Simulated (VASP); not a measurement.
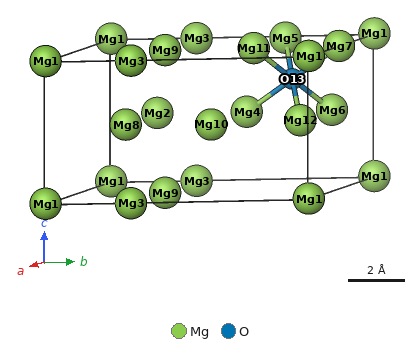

Figure 1. The structure as given in the input (ball-and-stick view of the cell of the calculation, seen slightly off an axis; atoms are numbered from 1 in the order of the input).

**Mg$_{12}$O: single-point calculation (part 1 of 2)**

Mg$_{12}$O (defect cell, 13 atoms in the cell), computed with Kohn-Sham DFT of a periodic cell, PBE, VASP PAW PBE potentials, recommended, no spin polarisation (VASP 6.6.1).

It belongs to a series of runs on one base structure; here: start relaxed.

OSZICAR
```
N       E                     dE             d eps       ncg     rms          rms(c)
DAV:   1     0.696529765664E+02    0.69653E+02   -0.92930E+03   540   0.820E+02
DAV:   2    -0.155718670700E+02   -0.85225E+02   -0.78578E+02   709   0.122E+02
DAV:   3    -0.291956853437E+02   -0.13624E+02   -0.13430E+02   698   0.442E+01
DAV:   4    -0.294046684239E+02   -0.20898E+00   -0.20873E+00   648   0.608E+00
DAV:   5    -0.294062465569E+02   -0.15781E-02   -0.15780E-02   679   0.588E-01    0.882E+00
DAV:   6    -0.271574498337E+02    0.22488E+01   -0.14581E+01   641   0.169E+01    0.436E+00
DAV:   7    -0.270196727444E+02    0.13778E+00   -0.11374E+00   564   0.658E+00    0.212E+00
DAV:   8    -0.270040917172E+02    0.15581E-01   -0.60338E-01   618   0.406E+00    0.118E+00
DAV:   9    -0.269736051886E+02    0.30487E-01   -0.11772E-01   893   0.215E+00    0.149E-01
DAV:  10    -0.269752556102E+02   -0.16504E-02   -0.21017E-02   573   0.754E-01    0.897E-02
DAV:  11    -0.269751753757E+02    0.80235E-04   -0.11189E-03   664   0.157E-01    0.183E-02
DAV:  12    -0.269751792486E+02   -0.38729E-05   -0.48389E-05   618   0.359E-02    0.891E-03
DAV:  13    -0.269751809485E+02   -0.16999E-05   -0.23404E-05   736   0.252E-02    0.826E-03
DAV:  14    -0.269751804075E+02    0.54097E-06   -0.74508E-06   434   0.185E-02
   1 F= -.26975180E+02 E0= -.26762338E+02  d E =-.425685E+00
```

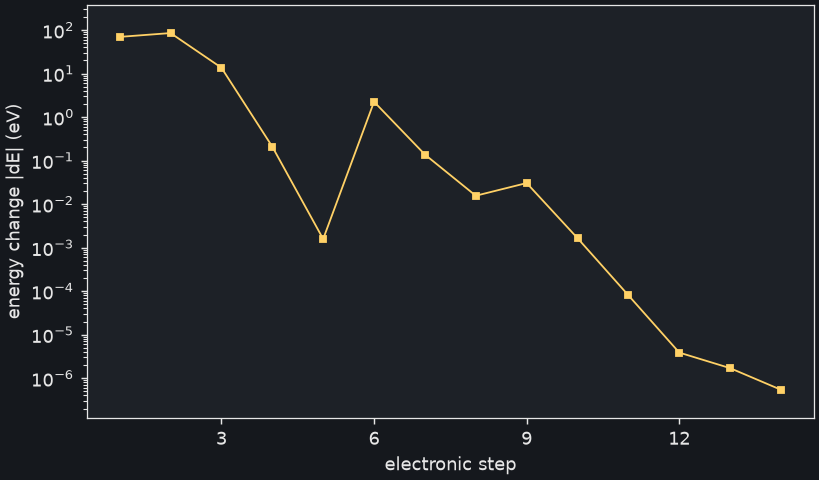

Figure 2. Convergence of the self-consistent field: energy change |dE| against the electronic step. It takes 14 electronic steps. The density is held fixed in the first few steps, and dE rises again when its update begins.

Parts of OUTCAR
```
SYSTEM = Mg12O
   PREC = Accurate
   ENCUT = 520
   EDIFF = 1E-6
   ISMEAR = -1
   LREAL = .FALSE.
   LASPH = .TRUE.
   NELM = 100
   ISIF = 2
   GGA = PE

 ion  position               nearest neighbor table
   1  0.007  0.006  0.009-   3 3.13   9 3.15   2 3.16   2 3.18   7 3.19   6 3.22   7 3.23  12 3.24
                            12 3.25   5 3.26   6 3.26  11 3.27
   2  0.170  0.222  0.506-   9 3.13  10 3.14   1 3.16   3 3.16   8 3.17   1 3.18   3 3.22   9 3.23
                             6 3.24   8 3.25  12 3.25   4 3.27
   3  0.999  0.329  0.999-   1 3.13   2 3.16   9 3.17   8 3.18   8 3.21   2 3.22  11 3.23   7 3.24
                             4 3.24   5 3.25   9 3.25   4 3.27
   4  0.173  0.563  0.503-  13 2.19   6 3.12  12 3.12   5 3.12  11 3.13  10 3.19  11 3.19   5 3.21
                            10 3.24   3 3.24   8 3.25   3 3.27   2 3.27
   5  0.008  0.669  0.992-  13 2.19   7 3.12  11 3.12   6 3.12   4 3.12   4 3.21   6 3.23  10 3.24
                             3 3.25   1 3.26   9 3.26  10 3.26  11 3.30
   6  0.172  0.886  0.504-  13 2.21   4 3.12   5 3.12  12 3.12   7 3.14   7 3.19   1 3.22   8 3.23
                             5 3.23   2 3.24   1 3.26  10 3.27  12 3.30
   7  0.493  0.993  0.998-  13 2.24   5 3.12  11 3.12  12 3.13   6 3.14   6 3.19   1 3.19  12 3.21
                             8 3.23   1 3.23   3 3.24   9 3.27   8 3.27
   8  0.667  0.226  0.502-  10 3.13   9 3.15   2 3.17   3 3.18   3 3.21   6 3.23   9 3.23   7 3.23
                            12 3.24   4 3.25   2 3.25   7 3.27
   9  0.497  0.333  0.994-   2 3.13   1 3.15  10 3.15   8 3.15   3 3.17  10 3.18   8 3.23   2 3.23
                            11 3.24   3 3.25   5 3.26   7 3.27
  10  0.659  0.549  0.490-   8 3.13   2 3.14   9 3.15   9 3.18   4 3.19  11 3.21   4 3.24   5 3.24
                             5 3.26  12 3.26  11 3.26   6 3.27
  11  0.495  0.669  0.995-  13 2.21   5 3.12   7 3.12  12 3.12   4 3.13   4 3.19  10 3.21  12 3.23
                             3 3.23   9 3.24  10 3.26   1 3.27   5 3.30
  12  0.659  0.887  0.507-  13 2.22   4 3.12   6 3.12  11 3.12   7 3.13   7 3.21  11 3.23   8 3.24
                             1 3.24   1 3.25   2 3.25  10 3.26   6 3.30
  13  0.329  0.775  0.749-   4 2.19   5 2.19  11 2.21   6 2.21  12 2.22   7 2.24

  LATTYP: Found a simple monoclinic cell.
 ALAT       =     6.4200000000
 B/A-ratio  =     0.8120000000
 C/A-ratio  =     1.3228757108
 COS(beta)  =    -0.1889822286

  Lattice vectors:

 A1 = (   6.4200000000,   0.0000000000,   0.0000000000)
 A2 = (   0.0000000000,   0.0000000000,   5.2130400000)
 A3 = (  -1.6050000000,  -8.3398250000,   0.0000000000)

Analysis of symmetry for initial positions (statically):
=====================================================================
 Subroutine PRICEL returns:
 Original cell was already a primitive cell.

 Routine SETGRP: Setting up the symmetry group for a
 simple monoclinic supercell.

 Subroutine GETGRP returns: Found  1 space group operations
 (whereof  1 operations were pure point group operations)
 out of a pool of  4 trial point group operations.

The static configuration has the point symmetry C_1 .

Analysis of symmetry for dynamics (positions and initial velocities):
=====================================================================
 Subroutine PRICEL returns:
 Original cell was already a primitive cell.

 Routine SETGRP: Setting up the symmetry group for a
 simple monoclinic supercell.

 Subroutine GETGRP returns: Found  1 space group operations
 (whereof  1 operations were pure point group operations)
 out of a pool of  4 trial point group operations.

The dynamic configuration has the point symmetry C_1 .

 Subroutine INISYM returns: Found  1 space group operations
 (whereof  1 operations are pure point group operations),
 and found     1 'primitive' translations

----------------------------------------------------------------------------------------

                                     Primitive cell

  volume of cell :     279.1149

  direct lattice vectors                    reciprocal lattice vectors
     6.420000000  0.000000000  0.000000000     0.155763240  0.089929945  0.000000000
    -4.815000000  8.339825000  0.000000000     0.000000000  0.119906593  0.000000000
     0.000000000  0.000000000  5.213040000     0.000000000  0.000000000  0.191826650

  length of vectors
     6.420000000  9.630000313  5.213040000     0.179859895  0.119906593  0.191826650

  position of ions in fractional coordinates (direct lattice)
     0.006656985  0.006170004  0.008909770
     0.169578615  0.222039183  0.506129260
     0.999478893  0.328828810  0.999453151
     0.172911959  0.562551565  0.502501560
     0.008102444  0.668632947  0.991763955
     0.171664365  0.886059777  0.504181969
     0.493346353  0.993045913  0.998221850
     0.666671274  0.225815886  0.502497200
     0.496599919  0.333207469  0.993803618
     0.658632646  0.548543379  0.489867521
     0.494712296  0.669400905  0.995255383
     0.658833154  0.886930387  0.507413165
     0.329146596  0.774655076  0.749160898

  ion indices of the primitive-cell ions
   primitive index   ion index
                 1           1
                 2           2
                 3           3
                 4           4
                 5           5
                 6           6
                 7           7
                 8           8
                 9           9
                10          10
                11          11
                12          12
                13          13

----------------------------------------------------------------------------------------

 KPOINTS: regular mesh

Automatic generation of k-mesh.
 Grid dimensions read from file:
 generate k-points for:    3    2    3

 Generating k-lattice:

  Cartesian coordinates                     Fractional coordinates (reciprocal lattice)
     0.051921080  0.029976648  0.000000000     0.333333333  0.000000000  0.000000000
     0.000000000  0.059953296  0.000000000     0.000000000  0.500000000  0.000000000
     0.000000000  0.000000000  0.063942217     0.000000000  0.000000000  0.333333333

  Length of vectors
     0.059953298  0.059953296  0.063942217

  Shift w.r.t. Gamma in fractional coordinates (k-lattice)
     0.000000000  0.000000000  0.000000000

 -----------------------------------------------------------------------------
|                                                                             |
|           W    W    AA    RRRRR   N    N  II  N    N   GGGG   !!!           |
|           W    W   A  A   R    R  NN   N  II  NN   N  G    G  !!!           |
|           W    W  A    A  R    R  N N  N  II  N N  N  G       !!!           |
|           W WW W  AAAAAA  RRRRR   N  N N  II  N  N N  G  GGG   !            |
|           WW  WW  A    A  R   R   N   NN  II  N   NN  G    G                |
|           W    W  A    A  R    R  N    N  II  N    N   GGGG   !!!           |
|                                                                             |
|     Your reciprocal lattice and k-lattice belong to different lattice       |
|     classes:                                                                |
|                                                                             |
|        The reciprocal lattice is simple monoclinic,                         |
|        whereas your k-lattice is hexagonal.                                 |
|                                                                             |
|     Results are often still useful ...                                      |
|                                                                             |
 -----------------------------------------------------------------------------

 Subroutine IBZKPT returns following result:
 ===========================================

 Found     10 irreducible k-points:

 Following reciprocal coordinates:
            Coordinates               Weight
  0.000000  0.000000  0.000000      1.000000
  0.333333  0.000000  0.000000      2.000000
  0.000000  0.500000  0.000000      1.000000
  0.333333  0.500000  0.000000      2.000000
  0.000000  0.000000  0.333333      2.000000
  0.333333  0.000000  0.333333      2.000000
 -0.333333  0.000000  0.333333      2.000000
  0.000000  0.500000  0.333333      2.000000
  0.333333  0.500000  0.333333      2.000000
 -0.333333  0.500000  0.333333      2.000000
   k-points           NKPTS =     10   k-points in BZ     NKDIM =     10   number of bands    NBANDS=     27
   number of dos      NEDOS =    301   number of ions     NIONS =     13
   total plane-waves  NPLWV = 138240
   dimension x,y,z NGX =    48 NGY =   72 NGZ =   40
   dimension x,y,z NGXF=    96 NGYF=  144 NGZF=   80
   ions per type =              12   1
   NGX,Y,Z   is equivalent  to a cutoff of  12.43, 12.43, 12.76 a.u.
   NGXF,Y,Z  is equivalent  to a cutoff of  24.86, 24.86, 25.51 a.u.
 SYSTEM =  Mg12O
   PREC   = accura    normal or accurate (medium, high low for compatibility)
   ISTART =      0    job   : 0-new  1-cont  2-samecut
   ICHARG =      2    charge: 1-file 2-atom 10-const
   ISPIN  =      1    spin polarized calculation?
   LNONCOLLINEAR =      F non collinear calculations
   LSORBIT =      F    spin-orbit coupling
   LASPH  =      T    aspherical Exc in radial PAW
   ENCUT  =  520.0 eV  38.22 Ry    6.18 a.u.  11.94 17.91  9.69*2*pi/ulx,y,z
   NELM   =    100;   NELMIN=  2; NELMDL= -5     # of ELM steps
   EDIFF  = 0.1E-05   stopping-criterion for ELM
   LREAL  =      F    real-space projection
   EDIFFG = 0.1E-04   stopping-criterion for IOM
   NSW    =      0    number of steps for IOM
   IBRION =     -1    ionic relax: 0-MD 1-quasi-New 2-CG
   NFREE  =      0    steps in history (QN), initial steepest desc. (CG)
   ISIF   =      2    stress and relaxation
   ISYM   =      2    0-nonsym 1-usesym 2-fastsym
   POTIM  = 0.5000    time-step for ionic-motion
   TEBEG  =    0.0;   TEEND  =   0.0 temperature during run
   PSTRESS=    0.0 pullay stress
   NELECT =      30.0000    total number of electrons
   NUPDOWN=      -1.0000    fix difference up-down
   EMIN   =  10.00;   EMAX   =-10.00  energy-range for DOS
   EFERMI =   0.00;   METHOD = LEGACY
   ISMEAR =    -1;   SIGMA  =   0.15  broadening in eV -4-tet -1-fermi 0-gaus
   EFERMI_NEDOS =   21; number of points for ismear=-14 and -15
   IALGO  =     38    algorithm
   IMIX   =      4    mixing-type and parameters
     AMIX     =   0.40;   BMIX     =  1.00
     AMIX_MAG =   1.60;   BMIX_MAG =  1.00
  volume/ion in A,a.u.               =      21.47       144.89
  Fermi-wavevector in a.u.,A,eV,Ry     =   0.778373  1.470911  8.243280  0.605864
  Thomas-Fermi vector in A             =   1.881255
   LORBIT       =      0    0 simple, 1 ext, 2 COOP (PROOUT), +10 PAW based schemes
   GGA     = PE    functional components
   LHFCALC =     F    Hartree Fock is set to
   AEXX    =    0.0000 exact exchange contribution
   IVDW    =     0    specifies the selected vdW correction
   LEPSILON=     F    determine dielectric tensor
   LRPA    =     F    only Hartree local field effects (RPA)
 non-spin polarized calculation
  energy-cutoff  :      520.00
  volume of cell :      279.11
 maximum number of plane-waves:      7549
   NGX = 23   NGY = 35   NGZ = 19

 number of electron      30.0000001 magnetization
```
